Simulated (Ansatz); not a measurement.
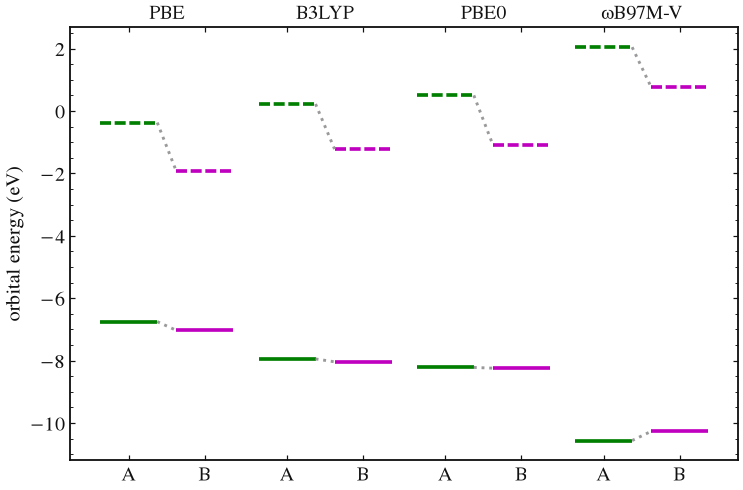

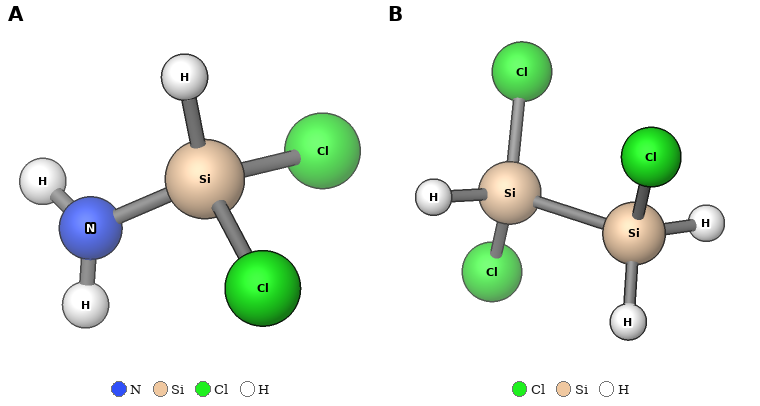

One change: A, SiNH₃Cl₂ (SMILES N[SiH](Cl)Cl), becomes B, Si₂H₃Cl₃ (SMILES Cl[SiH2][SiH](Cl)Cl). NH₂ on Si is replaced by SiH₂Cl (bound through Si). HOMO (solid) and LUMO (dashed) computed in def2-TZVPP at PBE0-D4/def2-TZVP geometries, both minima by their frequencies, gas phase, the Ansatz code. Empty levels above zero depend strongly on the basis.

> What does the change do to HOMO and LUMO?

PBE: the HOMO falls by 0.28 eV, the LUMO falls by 1.55 eV, and the separation goes from 6.38 to 5.10 eV. B3LYP: the HOMO falls by 0.09 eV, the LUMO falls by 1.44 eV, and the separation goes from 8.17 to 6.82 eV. PBE0: the HOMO falls by 0.02 eV, the LUMO falls by 1.58 eV, and the separation goes from 8.72 to 7.16 eV. ωB97M-V: the HOMO rises by 0.29 eV, the LUMO falls by 1.28 eV, and the separation goes from 12.60 to 11.03 eV.

> Do the functionals agree on the effect?

Not on every direction; the HOMO shift lies between −0.28 and 0.29 eV and the LUMO shift between −1.58 and −1.28 eV, while the separations themselves differ by up to 6.2 eV between functionals.

Caveats: one conformer of each flexible molecule.
